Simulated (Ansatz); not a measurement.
# AlFH2O: molecular dynamics

Aim: follow the molecule's vibrations and see whether its bonds hold. The start is relaxed first. Runs: 300 steps of 0.5 fs under a Nosé-Hoover thermostat at 1500 K.

Method: RKS BHLYP-D4/6-31G*, in Ansatz 0.2.0.

## (1) The system as given

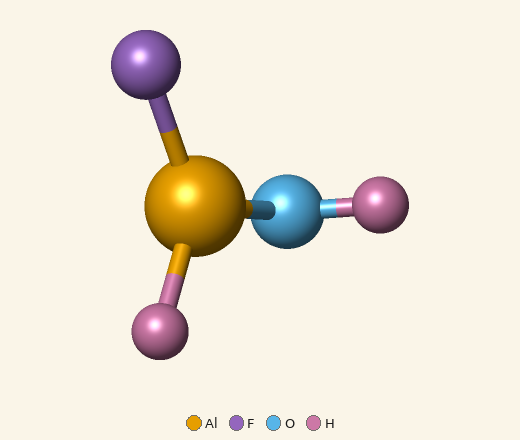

The starting structure, seen from a free direction (aluminium amber, fluorine purple, oxygen blue, hydrogen pink).

As a file:

```xyz
5

Al    0.0000    0.0000    0.0000
F     0.0000    0.0000    1.6900
O     1.5415    0.0000   -0.8900
H     1.8414   -0.9519   -1.0449
H    -1.3510    0.0000   -0.7800
```

## (2) Relaxing the start

File input.yaml:

```yaml
crystal:
  periodic: [false, false, false]
  atoms:
    - { symbol: Al, position_ang: [0.0, 0.0, 0.0] }
    - { symbol: F, position_ang: [0.0, 0.0, 1.69] }
    - { symbol: O, position_ang: [1.5415, 0.0, -0.89] }
    - { symbol: H, position_ang: [1.8414, -0.9519, -1.0449] }
    - { symbol: H, position_ang: [-1.351, 0.0, -0.78] }
basis:
  gaussian: { orbitals: "6-31G*" }
hamiltonian:
  xc: { name: BHLYP }
  dispersion: d4
relax:
  f_tol: 0.02
  max_steps: 40
output:
  orbitals: {}
```

The run is started by

```sh
ansatz run input.yaml --threads 1 --pin off --max-ram 2048MiB --backend cpu --events-out ev --progress --plain --runs-dir out
```

Output (excerpt; [...] marks lines left out):

```text
Warning: RAYON_NUM_THREADS=1 ignored (pool sized by the plan → 1); use --threads N
[...]
Functional definition: BHLYP
[...]
509 factors; integrals over basis functions are off by at most 5.0e-4 eV
[...]
mean field -11393.68238678 eV, -418.7101047990 hartree, gradient 2.4e-5 eV, S^2 0.000000; 0 other end points of the search recorded, 0 dependent functions left out
[...]
reference -11393.68254327 eV, -418.7101105499 hartree; 16, 16 occupied and 37, 37 virtual orbitals, 509 factors
relax step   1: F+E_penalty+E_count = -11393.75029858 eV  Δ(F+E_penalty+E_count) = +0.000e0 eV  max|allowed force component| = 2.427e0 eV/Å  Δτ_max = 0.0000 Å  (23 SCF iters, accepted)
[...]
relax step   4: F+E_penalty+E_count = -11394.03274080 eV  Δ(F+E_penalty+E_count) = -4.586e-2 eV  max|allowed force component| = 9.807e-1 eV/Å  Δτ_max = 0.1392 Å  (26 SCF iters, accepted)
[...]
relax step   7: F+E_penalty+E_count = -11394.08616831 eV  Δ(F+E_penalty+E_count) = -1.167e-2 eV  max|allowed force component| = 1.776e0 eV/Å  Δτ_max = 0.0417 Å  (23 SCF iters, accepted)
[...]
relax step  10: F+E_penalty+E_count = -11394.16686265 eV  Δ(F+E_penalty+E_count) = -3.600e-3 eV  max|allowed force component| = 1.287e-1 eV/Å  Δτ_max = 0.0211 Å  (24 SCF iters, accepted)
[...]
relax step  11: F+E_penalty+E_count = -11394.16780073 eV  Δ(F+E_penalty+E_count) = -9.381e-4 eV  max|allowed force component| = 2.970e-2 eV/Å  Δτ_max = 0.0105 Å  (25 SCF iters, accepted)
[...]
relax step  12: F+E_penalty+E_count = -11394.16785751 eV  Δ(F+E_penalty+E_count) = -5.678e-5 eV  max|allowed force component| = 1.198e-2 eV/Å  Δτ_max = 0.0038 Å  (22 SCF iters, accepted)
509 factors; integrals over basis functions are off by at most 4.7e-4 eV
[...]
mean field -11394.09887384 eV, -418.7254104160 hartree, gradient 1.6e-5 eV, S^2 0.000000; 1 other end points of the search recorded, 0 dependent functions left out
[...]
reference -11394.09902851 eV, -418.7254160999 hartree; 16, 16 occupied and 37, 37 virtual orbitals, 509 factors
Total energy: -11394.16801218 eV, -418.7279512030 hartree
Atom 0 at    -0.056517    -0.075412    -0.071379 Å, force     0.008610    -0.002102     0.004446 eV/Å
Atom 1 at     0.160723    -0.031624     1.554868 Å, force    -0.001555     0.001075     0.010327 eV/Å
Atom 2 at     1.252721    -0.436436    -1.070350 Å, force     0.006037    -0.001704    -0.006903 eV/Å
Atom 3 at     2.132686    -0.621892    -0.753618 Å, force    -0.001107     0.000200    -0.001307 eV/Å
Atom 4 at    -1.457714     0.213464    -0.684420 Å, force    -0.011985     0.002530    -0.006563 eV/Å
Dipole moment:     0.157797    -0.038448    -0.034032 e Å
```

It took 17 s on 1 thread of Intel Xeon Platinum 8375C at 2.90GHz (Ice Lake), shared host; peak memory 0.14 GiB.

Relaxation path:

```csv
step,energy from step 1 (eV),largest force component (eV/Å)
1,0.0000,2.4274
2,-0.1631,0.9989
3,-0.2366,0.4791
4,-0.2824,0.9807
5,-0.3124,1.2290
6,-0.3242,1.5372
7,-0.3359,1.7758
8,-0.3445,2.0875
9,-0.4130,0.3884
10,-0.4166,0.1287
11,-0.4175,0.0297
12,-0.4176,0.0120
```

Step 1 is the start.

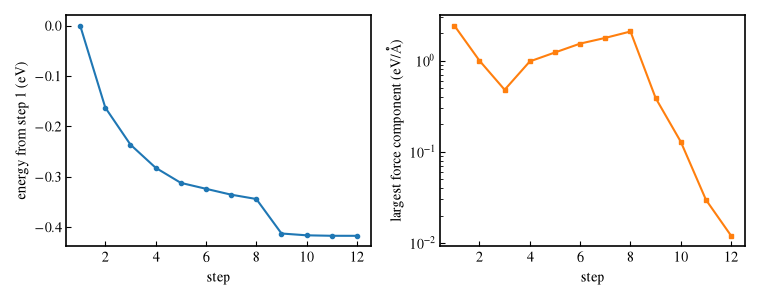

How energy and force went from step to step.

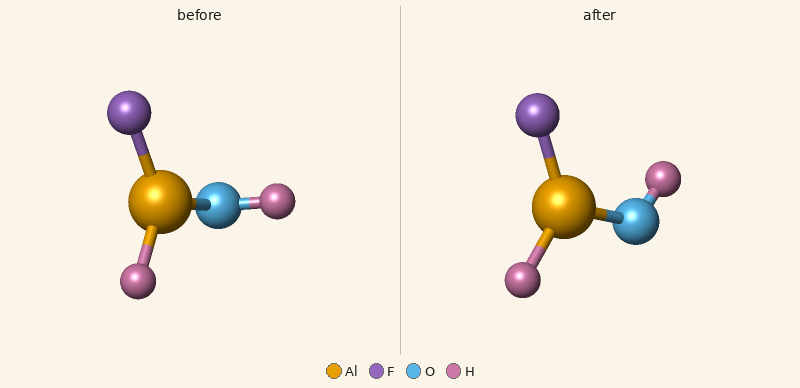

Before and after, at one scale.

After: Bond lengths: Al1–F2 1.641 Å, Al1–O3 1.686 Å, O3–H4 0.953 Å, Al1–H5 1.556 Å. Angles: F2–Al1–O3 119.3°, F2–Al1–H5 120.3°, O3–Al1–H5 120.4°, Al1–O3–H4 124.2°.

## (3) Dynamics

300 steps of 0.5 fs under a Nosé-Hoover thermostat at 1500 K, from the relaxed start.

File input.yaml:

```yaml
crystal:
  periodic: [false, false, false]
  atoms:
    - { symbol: Al, position_ang: [-0.056517, -0.075412, -0.071379] }
    - { symbol: F, position_ang: [0.160723, -0.031624, 1.554868] }
    - { symbol: O, position_ang: [1.252721, -0.436436, -1.07035] }
    - { symbol: H, position_ang: [2.132686, -0.621892, -0.753618] }
    - { symbol: H, position_ang: [-1.457714, 0.213464, -0.68442] }
basis:
  gaussian: { orbitals: "6-31G*" }
hamiltonian:
  xc: { name: BHLYP }
  dispersion: d4
md:
  timestep: 0.5
  n_steps: 300
  ensemble: nvt_nose_hoover
  temperature: 1500.0
  initial_velocities: maxwell_boltzmann
  seed: 693052
```

The run is started by

```sh
ansatz run input.yaml --threads 1 --pin off --max-ram 2048MiB --backend cpu --events-out ev --progress --plain --runs-dir out
```

Output (excerpt; [...] marks lines left out):

```text
Warning: RAYON_NUM_THREADS=1 ignored (pool sized by the plan → 1); use --threads N
[...]
Functional definition: BHLYP
[...]
509 factors; integrals over basis functions are off by at most 4.7e-4 eV
[...]
mean field -11394.09887262 eV, -418.7254103712 hartree, gradient 1.5e-5 eV, S^2 0.000000; 0 other end points of the search recorded, 0 dependent functions left out
[...]
reference -11394.09902716 eV, -418.7254160505 hartree; 16, 16 occupied and 37, 37 virtual orbitals, 509 factors
md step     0: t =     0.00 fs  T =  1500.0 K  F+E_penalty+E_count = -11394.16785629 eV  E_kin = 0.581670 eV  conserved = -11393.58618629 eV  (22 SCF iters)
[...]
md step    18: t =     9.00 fs  T =   855.0 K  F+E_penalty+E_count = -11393.91626881 eV  E_kin = 0.331541 eV  conserved = -11393.58545352 eV  (25 SCF iters, 3 dispersion substeps)
[...]
md step    36: t =    18.00 fs  T =   928.9 K  F+E_penalty+E_count = -11393.94131002 eV  E_kin = 0.360200 eV  conserved = -11393.58500685 eV  (24 SCF iters, 3 dispersion substeps)
[...]
md step    54: t =    27.00 fs  T =  1015.9 K  F+E_penalty+E_count = -11393.96929765 eV  E_kin = 0.393930 eV  conserved = -11393.58553315 eV  (25 SCF iters, 3 dispersion substeps)
[...]
md step    70: t =    35.00 fs  T =   959.4 K  F+E_penalty+E_count = -11393.93709405 eV  E_kin = 0.372040 eV  conserved = -11393.58440849 eV  (24 SCF iters, 3 dispersion substeps)
md step    71: t =    35.50 fs  T =   823.9 K  F+E_penalty+E_count = -11393.88352157 eV  E_kin = 0.319501 eV  conserved = -11393.58397961 eV  (24 SCF iters, 3 dispersion substeps)
```

## (4) More of the same log: dynamics from the start

The log, continued (excerpt; [...] marks lines left out):

```text
md step    72: t =    36.00 fs  T =   702.2 K  F+E_penalty+E_count = -11393.83556043 eV  E_kin = 0.272295 eV  conserved = -11393.58374797 eV  (24 SCF iters, 3 dispersion substeps)
[...]
md step    94: t =    47.00 fs  T =   334.9 K  F+E_penalty+E_count = -11393.68229458 eV  E_kin = 0.129857 eV  conserved = -11393.58311660 eV  (24 SCF iters, 3 dispersion substeps)
[...]
md step   116: t =    58.00 fs  T =  1039.0 K  F+E_penalty+E_count = -11393.93921979 eV  E_kin = 0.402905 eV  conserved = -11393.58502962 eV  (23 SCF iters, 3 dispersion substeps)
[...]
md step   138: t =    69.00 fs  T =   738.2 K  F+E_penalty+E_count = -11393.79074227 eV  E_kin = 0.286254 eV  conserved = -11393.58358499 eV  (25 SCF iters, 3 dispersion substeps)
[...]
md step   160: t =    80.00 fs  T =   527.5 K  F+E_penalty+E_count = -11393.68118296 eV  E_kin = 0.204547 eV  conserved = -11393.58266426 eV  (24 SCF iters, 3 dispersion substeps)
md step   161: t =    80.50 fs  T =   673.9 K  F+E_penalty+E_count = -11393.73761658 eV  E_kin = 0.261339 eV  conserved = -11393.58338457 eV  (25 SCF iters, 3 dispersion substeps)
```

## (5) The log goes on: dynamics from the start

Output, continued (excerpt; [...] marks lines left out):

```text
md step   162: t =    81.00 fs  T =   866.0 K  F+E_penalty+E_count = -11393.81161627 eV  E_kin = 0.335819 eV  conserved = -11393.58429665 eV  (25 SCF iters, 3 dispersion substeps)
[...]
md step   181: t =    90.50 fs  T =  1055.6 K  F+E_penalty+E_count = -11393.85010713 eV  E_kin = 0.409322 eV  conserved = -11393.58402634 eV  (24 SCF iters, 3 dispersion substeps)
[...]
md step   200: t =   100.00 fs  T =  1439.3 K  F+E_penalty+E_count = -11393.95640495 eV  E_kin = 0.558134 eV  conserved = -11393.58534929 eV  (23 SCF iters, 3 dispersion substeps)
[...]
md step   219: t =   109.50 fs  T =  1280.6 K  F+E_penalty+E_count = -11393.85425927 eV  E_kin = 0.496584 eV  conserved = -11393.58533516 eV  (25 SCF iters, 3 dispersion substeps)
[...]
md step   299: t =   149.50 fs  T =  1353.6 K  F+E_penalty+E_count = -11393.69262612 eV  E_kin = 0.524901 eV  conserved = -11393.58585490 eV  (24 SCF iters, 3 dispersion substeps)
[...]
md step   300: t =   150.00 fs  T =  1401.8 K  F+E_penalty+E_count = -11393.70743935 eV  E_kin = 0.543577 eV  conserved = -11393.58518305 eV  (23 SCF iters, 3 dispersion substeps)
Total energy: -11393.70759394 eV, -418.7110311450 hartree
Atom 0 at    -0.017662    -0.158296    -0.090017 Å, force    -1.500118     1.751250     3.256012 eV/Å
Atom 1 at     0.120487     0.035564     1.609027 Å, force    -0.095075    -0.651833    -1.953214 eV/Å
Atom 2 at     1.235261    -0.380806    -1.053554 Å, force     2.754286    -1.396760    -2.018851 eV/Å
Atom 3 at     1.928787    -0.874433    -1.508903 Å, force    -0.813575     0.602635     0.703928 eV/Å
Atom 4 at    -1.258386     0.535291    -0.717605 Å, force    -0.345519    -0.305291     0.012124 eV/Å
Dipole moment:     0.165869    -0.466620    -0.428634 e Å
```

It took 5.7 min on 1 thread of Intel Xeon Platinum 8375C at 2.90GHz (Ice Lake), shared host; peak memory 0.11 GiB.

## (6) What the atoms did

One step in 16; energies are changes from step 0:

```csv
time (fs),T (K),potential energy change (meV/atom),conserved energy change (meV/atom)
0.0,1500,0.0,0.00
8.0,732,60.0,0.30
16.0,936,44.3,0.07
24.0,776,58.0,0.43
32.0,1106,33.7,0.16
40.0,504,82.4,0.51
48.0,669,71.1,0.29
56.0,576,81.2,0.56
64.0,850,63.5,0.47
72.0,485,96.1,0.59
80.0,527,97.3,0.70
88.0,671,91.9,0.55
96.0,611,103.3,0.82
104.0,639,108.2,0.56
112.0,443,130.4,0.67
120.0,468,133.9,0.63
128.0,1006,99.0,0.34
136.0,1055,104.6,0.71
144.0,1629,69.1,0.11
150.0,1402,92.1,0.20
```

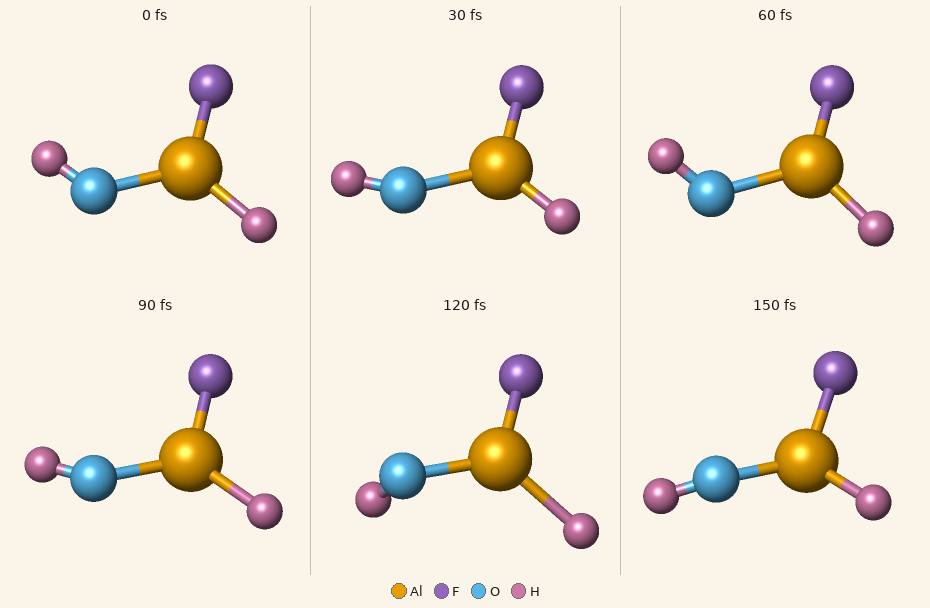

Six frames of the run, seen from a chosen angle. Sticks join atoms within a bonding distance in each frame.

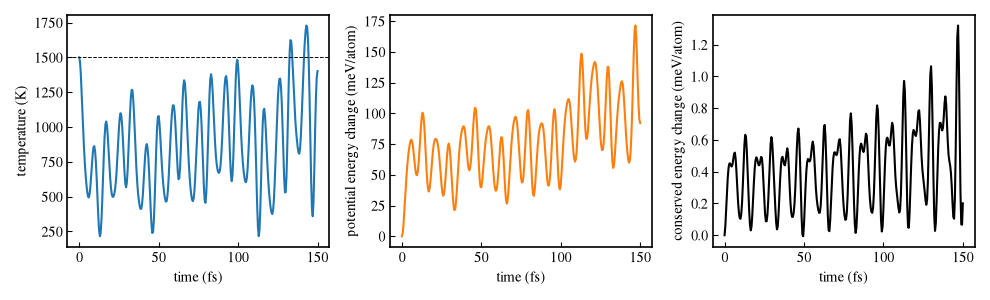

Traces against time; each panel has its own scale. The dashed line is the set temperature.

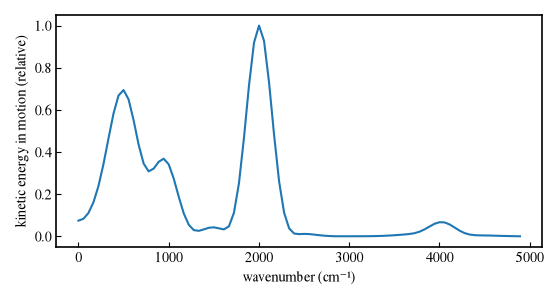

Power spectrum of the mass-weighted velocities; a run of 150 fs resolves no finer than about 440 cm⁻¹.

Maxima of the velocity power spectrum (cm⁻¹, relative height; resolution about 440 cm⁻¹): 500 (69), 950 (37), 2000 (100).

## (7) Positions and forces

Extended XYZ, with forces in eV/Å:

```xyz
5
time_fs=19.0 T=723 dE=0.3078
Al   -0.060   -0.126   -0.059   -0.678    1.703   -0.944
F     0.150   -0.003    1.571    0.012   -0.415   -0.255
O     1.275   -0.400   -1.112    0.448   -0.890    1.345
H     2.076   -0.804   -0.703   -1.060    0.640   -0.714
H    -1.462    0.616   -0.693    1.278   -1.037    0.568
5
time_fs=37.5 T=475 dE=0.4214
Al   -0.026   -0.069   -0.077   -2.957    0.063    0.171
F     0.146   -0.032    1.558   -0.077    0.140   -0.150
O     1.230   -0.432   -1.028    1.288   -0.309   -1.198
H     2.121   -0.693   -1.226   -0.247    0.126    0.252
H    -1.645    0.061   -0.790    1.992   -0.021    0.925
5
time_fs=56.0 T=576 dE=0.4058
Al   -0.044   -0.034   -0.052   -0.797   -1.338   -2.151
F     0.139   -0.042    1.558    0.104    0.315    0.586
O     1.267   -0.486   -1.084   -2.408    0.537    0.502
H     2.195   -0.428   -1.062    1.196    0.121    0.290
H    -1.660   -0.124   -0.724    1.905    0.364    0.773
5
time_fs=75.0 T=1123 dE=0.2389
Al   -0.038   -0.108   -0.085   -2.105    1.289    1.331
F     0.150   -0.006    1.583    0.097   -0.299   -1.190
O     1.238   -0.450   -1.095    1.218   -0.051    0.263
H     2.051   -0.319   -0.585    0.017   -0.328   -0.625
H    -1.449    0.498   -0.638    0.772   -0.611    0.221
5
time_fs=94.0 T=1089 dE=0.3219
Al   -0.094   -0.108   -0.053    3.154   -0.474   -1.367
F     0.176   -0.008    1.520   -0.079   -0.076    1.572
O     1.290   -0.399   -1.039    0.050   -0.778    0.182
H     2.101   -0.944   -1.069   -1.337    0.874    0.360
H    -1.303    0.353   -0.716   -1.787    0.454   -0.747
5
time_fs=112.5 T=282 dE=0.7160
Al   -0.068   -0.072   -0.115    2.840    0.042    4.030
F     0.177   -0.028    1.564   -0.284    0.248   -1.410
O     1.283   -0.379   -1.000    0.929    0.166   -1.031
H     1.581   -1.274   -1.059    0.479   -0.405   -0.181
H    -1.378   -0.212   -0.508   -3.964   -0.051   -1.408
5
time_fs=131.0 T=872 dE=0.5590
Al   -0.077   -0.089   -0.040    4.227   -0.913   -1.911
F     0.143   -0.009    1.528    0.284    0.211    2.028
O     1.337   -0.387   -1.068   -2.127    1.907    1.440
H     1.634   -1.241   -1.270    0.599   -1.507   -0.362
H    -1.386   -0.022   -0.553   -2.984    0.302   -1.194
5
time_fs=150.0 T=1402 dE=0.4604
Al   -0.018   -0.158   -0.090   -1.500    1.751    3.256
F     0.120    0.036    1.609   -0.095   -0.652   -1.953
O     1.235   -0.381   -1.054    2.754   -1.397   -2.019
H     1.929   -0.874   -1.509   -0.814    0.603    0.704
H    -1.258    0.535   -0.718   -0.345   -0.305    0.012
```

## (8) Outcome

| quantity | value |
| --- | --- |
| relaxation of the start | 11 moves, 0.418 eV lower |
| length | 300 steps of 0.5 fs |
| temperature, first and last step | 1500 and 1402 K |
| temperature, second half | mean 967 K, from 217 to 1729 K |
| potential energy, second half | +90 meV/atom from the start |
| largest change of the conserved energy | 1.32 meV/atom |
| bonds formed or broken | 0 |

**Reading.** Against a set 1500 K the second half averages 967 K with a spread of 351 K; 90 meV/atom has gone into potential energy, and a thermostat that acts over some 100 fs has not made it up in 150 fs. The conserved energy strays from its start by at most 1.32 meV/atom, 2.0 % of the mean kinetic energy, which is good for a step of 0.5 fs. No bond forms or breaks. A run of 150 fs with 5 atoms shows the motion but fixes no equilibrium value. The nuclei move classically, without zero-point motion, which matters most for hydrogen.
